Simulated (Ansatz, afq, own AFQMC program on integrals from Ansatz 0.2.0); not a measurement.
# BSiC (doublet): AFQMC on the coupled-cluster ladder at angle B1–C2–Si3 = 180.0°, cc-pVDZ

Aim: compute BSiC (doublet) with auxiliary-field quantum Monte Carlo on the same integrals as coupled cluster, and set the energies side by side.

Method: cc-pVDZ, frozen cores; program: Ansatz 0.2.0, Gaussian basis, and an in-house AFQMC program (afq) on its integrals; all values are calculated.

Plan: PBE (unrestricted); r2SCAN (unrestricted); PBE0 (unrestricted); B3LYP (unrestricted); wB97M-V (unrestricted); B2PLYP (unrestricted); CCSD(T) on UHF; CCSDT(Q) on UHF; Phaseless AFQMC, CISD trial on UHF; Phaseless AFQMC, single-determinant trial on UHF; Free-projection AFQMC, CISD trial on UHF; CCSD(T) on ROHF; CCSDT(Q) on ROHF; Phaseless AFQMC, CISD trial on ROHF; Phaseless AFQMC, single-determinant trial on ROHF; Free-projection AFQMC, CISD trial on ROHF.

### 1 What is computed

The geometry derives from a PBE0/def2-TZVP stationary point (not a proven minimum). One angle is set to the value named; bond lengths are kept.

3 atoms, charge 0, spin multiplicity 2.

Atoms are counted from 1 here; the program's logs count them from 0.

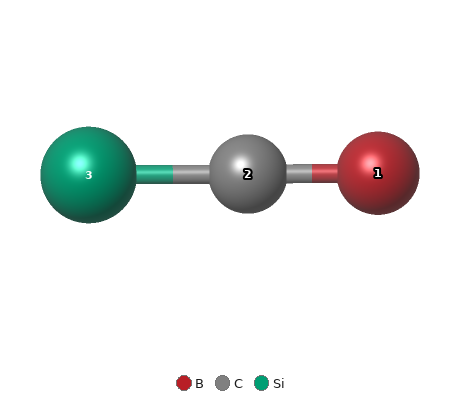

The structure; boron red, carbon grey, silicon teal; atoms are numbered from 1 in the order of the file.

### 2 PBE (unrestricted)

in.yaml reads:

```yaml
crystal:
  periodic: [false, false, false]
  atoms:
    - {symbol: B, position_ang: [0.000000, 0.000000, -1.472133]}
    - {symbol: C, position_ang: [0.000000, 0.000000, -0.102133]}
    - {symbol: Si, position_ang: [0.000000, 0.000000, 1.574267]}
basis:
  gaussian: {orbitals: cc-pVDZ}
magnetization: {spin_polarized: true, initial_magnetization: 1}
hamiltonian: {xc: {name: PBE}}
output: {orbitals: {seedname: orbitals}}
```

Command:

```sh
$ ansatz run in.yaml --threads 1 --pin off --events-out ev --progress --plain --max-ram 1843MiB
```

Standard output:

```text
Functional definition: PBE
  name "PBE"
  cite "Perdew, Burke & Ernzerhof, Phys. Rev. Lett. 77, 3865 (1996) doi:10.1103/PhysRevLett.77.3865"
  parent pbe
  parameter kappa = 0.804
  parameter beta = 0.06672455060314922
  exchange = pbe_x(kappa = kappa, mu = beta*pi^2/3)
  correlation = pbe_c(beta = beta)
572 factors; their error is unknown
mean field evaluation 1: about -9565.1347 eV, gradient 5.0e1 eV
mean field evaluation 2: about -9479.3400 eV, gradient 9.3e1 eV
mean field evaluation 4: about -9574.0809 eV, gradient 2.3e1 eV
mean field evaluation 8: about -9579.1576 eV, gradient 5.3e-2 eV
mean field evaluation 16: about -9579.1390 eV, gradient 4.1e-5 eV
mean field -9579.13897462 eV, -352.0268643435 hartree, gradient 3.4e-5 eV, S^2 0.777055; 0 other end points of the search recorded, 0 dependent functions left out
reference -9579.13900446 eV, -352.0268654404 hartree; 13, 12 occupied and 33, 34 virtual orbitals, 572 factors
Total energy: -9579.13900446 eV, -352.0268654404 hartree
```

Wall time 0.42 s (1 thread of AMD EPYC 9R45 (Zen 5), shared host).

From the report: ⟨S²⟩ of the determinant 0.777 (pure doublet: 0.75).

### 3 r2SCAN (unrestricted)

Edit in.yaml of step 2 so:

```diff
@@ -9,3 +9,2 @@
 magnetization: {spin_polarized: true, initial_magnetization: 1}
-hamiltonian: {xc: {name: PBE}}
-output: {orbitals: {seedname: orbitals}}
+hamiltonian: {xc: {name: r2SCAN}}
```

The command is unchanged.

Standard output:

```text
Functional definition: r2SCAN
  name "r2SCAN"
  cite "Furness, Kaplan, Ning, Perdew & Sun, J. Phys. Chem. Lett. 11, 8208 (2020) doi:10.1021/acs.jpclett.0c02405"
  cite "Furness, Kaplan, Ning, Perdew & Sun, J. Phys. Chem. Lett. 11, 9248 (2020) doi:10.1021/acs.jpclett.0c03077"
  parent r2scan
  parameter k0 = 0.174
  parameter k1 = 0.065
  parameter a1 = 4.9479
  exchange = r2scan_x(k0 = k0, k1 = k1, a1 = a1)
  correlation = r2scan_c
572 factors; their error is unknown
mean field evaluation 1: about -9572.0122 eV, gradient 4.6e1 eV
mean field evaluation 2: about -9500.0690 eV, gradient 8.7e1 eV
mean field evaluation 4: about -9581.2505 eV, gradient 1.7e1 eV
mean field evaluation 8: about -9583.7807 eV, gradient 1.2e-1 eV
mean field evaluation 16: about -9583.7641 eV, gradient 3.4e-4 eV
mean field -9583.76412752 eV, -352.1968355777 hartree, gradient 5.0e-5 eV, S^2 0.799923; 2 other end points of the search recorded, 0 dependent functions left out
reference -9583.76413722 eV, -352.1968359343 hartree; 13, 12 occupied and 33, 34 virtual orbitals, 572 factors
Total energy: -9583.76413722 eV, -352.1968359343 hartree
```

Run time: 1.2 s. Hardware: 1 thread of AMD EPYC 9R45 (Zen 5), shared host.

From the report: ⟨S²⟩ of the determinant 0.800 (pure doublet: 0.75).

### 4 PBE0 (unrestricted)

Edit in.yaml of step 3 so:

```diff
@@ -9,2 +9,3 @@
 magnetization: {spin_polarized: true, initial_magnetization: 1}
-hamiltonian: {xc: {name: r2SCAN}}
+hamiltonian: {xc: {name: PBE0}}
+output: {orbitals: {seedname: orbitals}}
```

The command is unchanged.

Standard output:

```text
Functional definition: PBE0
  name "PBE0"
  cite "Adamo & Barone, J. Chem. Phys. 110, 6158 (1999) doi:10.1063/1.478522"
  cite "Perdew, Burke & Ernzerhof, Phys. Rev. Lett. 77, 3865 (1996) doi:10.1103/PhysRevLett.77.3865"
  parent pbe
  parameter a = 0.25
  parameter kappa = 0.804
  parameter beta = 0.06672455060314922
  exchange = (1 - a)*pbe_x(kappa = kappa, mu = beta*pi^2/3) + a*exact_x
  correlation = pbe_c(beta = beta)
453 factors; integrals over basis functions are off by at most 8.6e-4 eV
mean field evaluation 1: about -9570.0885 eV, gradient 4.2e1 eV
mean field evaluation 2: about -9521.6806 eV, gradient 8.0e1 eV
mean field evaluation 4: about -9578.9617 eV, gradient 1.0e1 eV
mean field evaluation 8: about -9579.8558 eV, gradient 4.6e-1 eV
mean field evaluation 16: about -9579.8661 eV, gradient 1.8e-3 eV
mean field -9579.86605117 eV, -352.0535839141 hartree, gradient 2.1e-5 eV, S^2 0.792140; 2 other end points of the search recorded, 0 dependent functions left out
reference -9579.86607383 eV, -352.0535847466 hartree; 13, 12 occupied and 33, 34 virtual orbitals, 453 factors
Total energy: -9579.86607383 eV, -352.0535847466 hartree
```

Wall time 0.75 s (1 thread of AMD EPYC 9R45 (Zen 5), shared host).

From the report: ⟨S²⟩ of the determinant 0.792 (pure doublet: 0.75).

### 5 B3LYP (unrestricted)

Edit in.yaml of step 4 so:

```diff
@@ -9,3 +9,2 @@
 magnetization: {spin_polarized: true, initial_magnetization: 1}
-hamiltonian: {xc: {name: PBE0}}
-output: {orbitals: {seedname: orbitals}}
+hamiltonian: {xc: {name: B3LYP}}
```

Launched as before.

Standard output, shortened:

```text
Functional definition: B3LYP
  name "B3LYP"
  cite "Stephens, Devlin, Chabalowski & Frisch, J. Phys. Chem. 98, 11623 (1994) doi:10.1021/j100096a001"
  cite "Becke, Phys. Rev. A 38, 3098 (1988) doi:10.1103/PhysRevA.38.3098"
  cite "Lee, Yang & Parr, Phys. Rev. B 37, 785 (1988) doi:10.1103/PhysRevB.37.785"
  cite "Vosko, Wilk & Nusair, Can. J. Phys. 58, 1200 (1980) doi:10.1139/p80-159"
[...]
453 factors; integrals over basis functions are off by at most 8.6e-4 eV
[...]
mean field -9586.14031247 eV, -352.2841587640 hartree, gradient 7.7e-5 eV, S^2 0.771670; 0 other end points of the search recorded, 0 dependent functions left out
reference -9586.14050957 eV, -352.2841660073 hartree; 13, 12 occupied and 33, 34 virtual orbitals, 453 factors
Total energy: -9586.14050957 eV, -352.2841660073 hartree
```

Wall time 0.69 s (1 thread of AMD EPYC 9R45 (Zen 5), shared host).

From the report: ⟨S²⟩ of the determinant 0.772 (pure doublet: 0.75).

### 6 wB97M-V (unrestricted)

Edit in.yaml of step 5 so:

```diff
@@ -9,2 +9,3 @@
 magnetization: {spin_polarized: true, initial_magnetization: 1}
-hamiltonian: {xc: {name: B3LYP}}
+hamiltonian: {xc: {name: wB97M-V}}
+output: {orbitals: {seedname: orbitals}}
```

Same command.

Standard output, shortened:

```text
Functional definition: wB97M-V
  name "wB97M-V"
  cite "Mardirossian & Head-Gordon, J. Chem. Phys. 144, 214110 (2016) doi:10.1063/1.4952647"
  cite "Becke, J. Chem. Phys. 107, 8554 (1997) doi:10.1063/1.475007"
  cite "Vydrov & Van Voorhis, J. Chem. Phys. 133, 244103 (2010) doi:10.1063/1.3521275"
  # Of w^i u^j: cxij and so on, Table III.
[...]
  gx(w, u) = 1 - cx + cx01*u + cx10*w
  gss(w, u) = css00 + css04*u^4 + css10*w + css20*w^2 + css43*w^4*u^3
  gos(w, u) = cos00 + cos10*w + (cos20 + cos21*u)*w^2 + (cos60 + cos61*u)*w^6
[...]
      + integral(e_c_pw_mod_opposite_spin*gos(b97_w_opposite, b97_u_opposite)) + vv10(b, c)
453 factors; integrals over basis functions are off by at most 8.6e-4 eV
148 factors; integrals over basis functions are off by at most 1.6e-5 eV
[...]
mean field -9584.42578967 eV, -352.2211512134 hartree, gradient 7.9e-6 eV, S^2 0.787523; 0 other end points of the search recorded, 0 dependent functions left out
reference -9584.42582189 eV, -352.2211523973 hartree; 13, 12 occupied and 33, 34 virtual orbitals, 453 factors
Total energy: -9584.42582189 eV, -352.2211523973 hartree
```

Wall time 2.3 s (1 thread of AMD EPYC 9R45 (Zen 5), shared host).

From the report: ⟨S²⟩ of the determinant 0.788 (pure doublet: 0.75).

### 7 B2PLYP (unrestricted)

Edit in.yaml of step 6 so:

```diff
@@ -9,3 +9,3 @@
 magnetization: {spin_polarized: true, initial_magnetization: 1}
-hamiltonian: {xc: {name: wB97M-V}}
-output: {orbitals: {seedname: orbitals}}
+hamiltonian: {xc: {name: B2PLYP}}
+correlation: {electrons: outside_noble_gas}
```

The command is unchanged.

Standard output, shortened:

```text
Functional definition: B2PLYP
  name "B2PLYP"
  cite "Grimme, J. Chem. Phys. 124, 034108 (2006) doi:10.1063/1.2148954"
  cite "Becke, Phys. Rev. A 38, 3098 (1988) doi:10.1103/PhysRevA.38.3098"
  cite "Lee, Yang & Parr, Phys. Rev. B 37, 785 (1988) doi:10.1103/PhysRevB.37.785"
[...]
453 factors; integrals over basis functions are off by at most 8.6e-4 eV
[...]
mean field -9577.93809634 eV, -351.9827328810 hartree, gradient 5.6e-6 eV, S^2 0.804614; 4 other end points of the search recorded, 0 dependent functions left out
7 core orbitals not correlated: weight in the atoms' cores, before any rotation towards them, 1.000 or more for the frozen orbitals, at most 0.000 for the correlated occupied ones
reference -9577.93822133 eV, -351.9827374742 hartree; 6, 5 occupied and 33, 34 virtual orbitals, 453 factors
second order -9.04669688 eV of doubles, -0.00000000 eV of singles
Total energy: -9580.38082949 eV, -352.0725016684 hartree
```

Wall time 1.8 s (1 thread of AMD EPYC 9R45 (Zen 5), shared host).

From the report: ⟨S²⟩ of the determinant 0.805 (pure doublet: 0.75).

### 8 CCSD(T) on UHF

Edit in.yaml of step 7 so:

```diff
@@ -9,3 +9,2 @@
 magnetization: {spin_polarized: true, initial_magnetization: 1}
-hamiltonian: {xc: {name: B2PLYP}}
-correlation: {electrons: outside_noble_gas}
+correlation: {method: ccsd_t, electrons: outside_noble_gas, hamiltonian_folder: ham}
```

Same command.

Standard output, shortened:

```text
Functional definition: HF
  name "HF"
  cite "Fock, Z. Phys. 61, 126 (1930) doi:10.1007/BF01340294"
  parent pbe
[...]
453 factors; integrals over basis functions are off by at most 8.6e-4 eV
[...]
mean field -9559.97470945 eV, -351.3225905886 hartree, gradient 4.3e-6 eV, S^2 1.052142; 19 other end points of the search recorded, 0 dependent functions left out
determinant -9559.97470945 eV, -351.3225905886 hartree, with singles and doubles -9567.27373827 eV, -351.5908249505 hartree
determinant -9558.19010579 eV, -351.2570076139 hartree, with singles and doubles -9565.34298184 eV, -351.5198709602 hartree
determinant -9558.14709736 eV, -351.2554270832 hartree, with singles and doubles -9564.37169174 eV, -351.4841767074 hartree
determinant -9557.81002315 eV, -351.2430398343 hartree, with singles and doubles -9564.37260090 eV, -351.4842101184 hartree
[...]
determinant -9557.26696376 eV, -351.2230827698 hartree, with singles and doubles -9563.99723598 eV, -351.4704157120 hartree
determinant -9556.76422808 eV, -351.2046075743 hartree, with singles and doubles -9563.96137589 eV, -351.4690978782 hartree
determinant -9556.61987222 eV, -351.1993025944 hartree, with singles and doubles -9563.83095229 eV, -351.4643048991 hartree
7 core orbitals not correlated: weight in the atoms' cores, before any rotation towards them, 1.000 or more for the frozen orbitals, at most 0.000 for the correlated occupied ones
reference -9559.97470945 eV, -351.3225905886 hartree; 6, 5 occupied and 33, 34 virtual orbitals, 453 factors
second order -6.58157559 eV of doubles, -0.00000000 eV of singles
cycle   1  -7.29843956 eV  change    5.9e-4 eV  update   3.5e-3
[...]
cycle   9  -7.30384763 eV  change   -2.5e-6 eV  update   5.8e-6
perturbative correction -0.47723068 eV, -0.0175379041 hartree
Total energy: -9567.75578776 eV, -351.6085399425 hartree
```

Wall time 4 s (1 thread of AMD EPYC 9R45 (Zen 5), shared host).

From the report: ⟨S²⟩ of the determinant 1.052 (pure doublet: 0.75); correlation -7.7811 eV; T1 0.051; largest double amplitude 0.07.

This run also writes the integrals to the folder ham.

### 9 CCSDT(Q) on UHF

Edit in.yaml of step 8 so:

```diff
@@ -9,2 +9,2 @@
 magnetization: {spin_polarized: true, initial_magnetization: 1}
-correlation: {method: ccsd_t, electrons: outside_noble_gas, hamiltonian_folder: ham}
+correlation: {method: ccsdt_q, electrons: outside_noble_gas}
```

Launched as before.

Standard output, shortened:

```text
Functional definition: HF
  name "HF"
  cite "Fock, Z. Phys. 61, 126 (1930) doi:10.1007/BF01340294"
  parent pbe
[...]
838 factors; integrals over basis functions are off by at most 1.4e-7 eV
[...]
mean field -9559.97475868 eV, -351.3225923978 hartree, gradient 4.5e-6 eV, S^2 1.052144; 19 other end points of the search recorded, 0 dependent functions left out
determinant -9559.97475868 eV, -351.3225923978 hartree, with singles and doubles -9567.27379375 eV, -351.5908269892 hartree
determinant -9558.19014601 eV, -351.2570090920 hartree, with singles and doubles -9565.34303478 eV, -351.5198729058 hartree
determinant -9558.14714323 eV, -351.2554287688 hartree, with singles and doubles -9564.37174777 eV, -351.4841787664 hartree
determinant -9557.81006977 eV, -351.2430415478 hartree, with singles and doubles -9564.37265682 eV, -351.4842121737 hartree
[...]
determinant -9557.26702247 eV, -351.2230849275 hartree, with singles and doubles -9563.99728652 eV, -351.4704175694 hartree
determinant -9556.76426728 eV, -351.2046090151 hartree, with singles and doubles -9563.96142762 eV, -351.4690997792 hartree
determinant -9556.61992436 eV, -351.1993045105 hartree, with singles and doubles -9563.83100425 eV, -351.4643068087 hartree
7 core orbitals not correlated: weight in the atoms' cores, before any rotation towards them, 1.000 or more for the frozen orbitals, at most 0.000 for the correlated occupied ones
reference -9559.97475868 eV, -351.3225923978 hartree; 6, 5 occupied and 33, 34 virtual orbitals, 838 factors
second order -6.58158914 eV of doubles, -0.00000000 eV of singles
cycle   1  -6.81387318 eV  change   -2.3e-1 eV  update   1.3e-1
[...]
cycle  27  -7.85594864 eV  change   -4.9e-7 eV  update   2.8e-7
perturbative correction -0.06101834 eV, -0.0022423826 hartree
Total energy: -9567.89172565 eV, -351.6135355678 hartree
```

Wall time 21 s (1 thread of AMD EPYC 9R45 (Zen 5), shared host); peak memory 0.4 GiB.

From the report: ⟨S²⟩ of the determinant 1.052 (pure doublet: 0.75); correlation -7.9170 eV; T1 0.061; largest double amplitude 0.10.

### 10 Phaseless AFQMC, CISD trial on UHF

It reads the integrals that the CCSD(T) run on this determinant wrote.

Command:

```sh
$ afq ham --method phaseless --trial cisd --walkers 60 --populations 1 --least-time 40 --time-step 0.005 --steps-per-block 50 --equilibration-blocks 28 --max-blocks 300 --target-error 0.0004 --factor-cut 1e-05 --start spin_pure --seed 3529 --release-times 0.24,0.51,0.99,1.62,2.4 --release-step 0.03 --release-every 4 --taylor-order 6
```

Standard output:

```text
orbitals 39  electrons 6 5  factors 297 of 453
reference energy -351.32259059 Eh
CCSD correlation -0.26841139 Eh in 15 cycles, weight of the determinant in the CISD state 0.8010
energy of the start -351.574548 Eh
 block  time / (1/Eh)  mean weight  energy / Eh
     1     0.250  0.9998  -351.576964
     2     0.500  1.0002  -351.586197
     3     0.750  1.0004  -351.587931
     4     1.000  1.0005  -351.592008
     5     1.250  0.9992  -351.598839
     6     1.500  0.9990  -351.599094
     7     1.750  0.9999  -351.595895
     8     2.000  0.9993  -351.598737
     9     2.250  0.9996  -351.598906
    10     2.500  0.9988  -351.610464
    17     4.250  1.0001  -351.635641
    25     6.250  0.9997  -351.608501
    33     8.250  0.9980  -351.610388
    41    10.250  1.0014  -351.623728
    49    12.250  0.9996  -351.611781
    57    14.250  1.0006  -351.616362
    65    16.250  0.9989  -351.614597
    73    18.250  1.0000  -351.606263
    81    20.250  1.0007  -351.607205
    89    22.250  1.0004  -351.613222
    97    24.250  0.9969  -351.655573
   105    26.250  0.9984  -351.614012
   113    28.250  0.9991  -351.617421
   121    30.250  1.0011  -351.612412
   129    32.250  0.9992  -351.601303
   137    34.250  0.9997  -351.624838
   145    36.250  1.0020  -351.611626
   153    38.250  1.0001  -351.608186
   161    40.250  0.9997  -351.615797
   169    42.250  0.9999  -351.613030
   177    44.250  0.9992  -351.601295
   185    46.250  0.9997  -351.600299
   193    48.250  0.9985  -351.605083
   201    50.250  1.0002  -351.614071
   209    52.250  0.9984  -351.605711
   217    54.250  0.9997  -351.607509
   225    56.250  0.9983  -351.614151
   233    58.250  0.9967  -351.615633
   241    60.250  0.9984  -351.618288
   249    62.250  1.0002  -351.644243
   257    64.250  0.9999  -351.603801
   265    66.250  1.0026  -351.604726
   273    68.250  0.9997  -351.613773
   281    70.250  0.9984  -351.599793
   289    72.250  1.0008  -351.637142
   297    74.250  0.9988  -351.651223
   305    76.250  0.9995  -351.625434
   313    78.250  1.0012  -351.614178
   321    80.250  0.9980  -351.601390
blocks merged  error / Eh  count
     1  0.000745  300
     2  0.000961  150
     4  0.001215  75
     8  0.001614  37
    16  0.001771  18
    32  0.001665  9
released: time / (1/Eh)  energy / Eh  error  mean overlap
  0.24  -351.613378  0.001492  1.0045
  0.51  -351.614049  0.001269  0.9932
  0.99  -351.614003  0.001496  0.9939
  1.62  -351.613900  0.001310  0.9983
  2.40  -351.613696  0.001727  0.9994
energy -351.612831 +/- 0.001771 Eh
```

It took 5 min on 1 thread of AMD EPYC 9R45 (Zen 5), shared host; peak memory 0.31 GiB.

Energy -9567.8726 ± 0.0482 eV. The run doesn't count as converged. Caveats: constraint bias not in the error; error above the target.

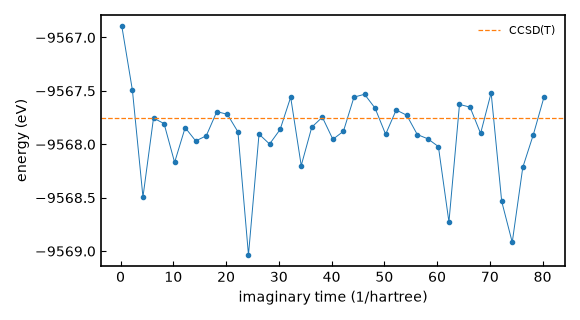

Block energies along the walk.

### 11 Phaseless AFQMC, single-determinant trial on UHF

It reads the integrals that the CCSD(T) run on this determinant wrote.

Command:

```sh
$ afq ham --method phaseless --trial hf --walkers 120 --populations 1 --least-time 40 --time-step 0.005 --steps-per-block 20 --equilibration-blocks 112 --max-blocks 600 --target-error 0.0012000000000000001 --factor-cut 1e-05 --start spin_pure --seed 9759 --taylor-order 6
```

Standard output:

```text
orbitals 39  electrons 6 5  factors 297 of 453
reference energy -351.32259059 Eh
CCSD correlation -0.26841139 Eh in 15 cycles, weight of the determinant in the CISD state 0.8010
energy of the start -351.327343 Eh
 block  time / (1/Eh)  mean weight  energy / Eh
     1     0.100  1.0012  -351.374168
     2     0.200  1.0010  -351.416823
     3     0.300  1.0009  -351.440441
     4     0.400  1.0026  -351.456958
     5     0.500  1.0024  -351.482364
     6     0.600  1.0012  -351.498269
     7     0.700  1.0012  -351.507743
     8     0.800  1.0022  -351.518747
     9     0.900  1.0004  -351.523463
    10     1.000  0.9981  -351.535855
    18     1.800  0.9996  -351.606011
    35     3.500  1.0002  -351.611781
    52     5.200  1.0000  -351.600598
    69     6.900  0.9983  -351.642153
    86     8.600  1.0013  -351.601298
   103    10.300  1.0008  -351.582413
   120    12.000  1.0005  -351.603544
   137    13.700  0.9998  -351.650137
   154    15.400  1.0005  -351.610992
   171    17.100  1.0007  -351.602857
   188    18.800  1.0007  -351.578139
   205    20.500  0.9997  -351.649472
   222    22.200  0.9978  -351.589960
   239    23.900  1.0024  -351.635940
   256    25.600  0.9985  -351.620867
   273    27.300  1.0002  -351.625003
   290    29.000  1.0010  -351.615950
   307    30.700  1.0009  -351.638278
   324    32.400  0.9989  -351.572542
   341    34.100  1.0002  -351.654301
   358    35.800  1.0003  -351.617982
   375    37.500  1.0014  -351.626055
   392    39.200  1.0014  -351.664673
   409    40.900  0.9986  -351.670287
   426    42.600  1.0007  -351.623001
   443    44.300  0.9983  -351.581447
   460    46.000  1.0008  -351.582105
   477    47.700  0.9999  -351.583878
   494    49.400  1.0010  -351.582309
   511    51.100  0.9990  -351.602074
   528    52.800  0.9985  -351.618404
   545    54.500  1.0027  -351.596537
   562    56.200  1.0003  -351.617505
   579    57.900  1.0009  -351.590919
   596    59.600  1.0016  -351.595336
   613    61.300  1.0010  -351.639991
   630    63.000  0.9994  -351.639933
   647    64.700  0.9993  -351.606749
   664    66.400  1.0002  -351.586240
   681    68.100  1.0014  -351.628028
   698    69.800  1.0000  -351.599009
blocks merged  error / Eh  count
     1  0.000998  600
     2  0.001362  300
     4  0.001818  150
     8  0.002259  75
    16  0.002748  37
    32  0.003009  18
    64  0.002876  9
energy -351.614028 +/- 0.003009 Eh
```

It took 2.6 min on 1 thread of AMD EPYC 9R45 (Zen 5), shared host; peak memory 0.31 GiB.

Energy -9567.9051 ± 0.0819 eV. Caveats: constraint bias not in the error; error above the target.

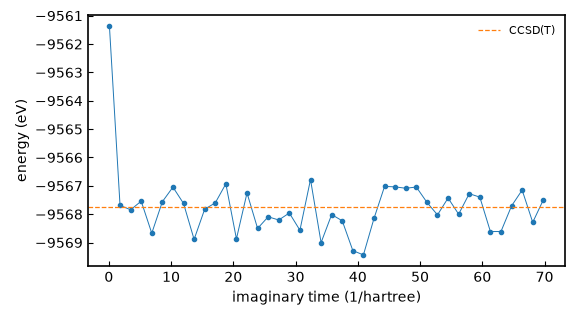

Block energies along the walk.

(Part 1 of 2 ends here.)
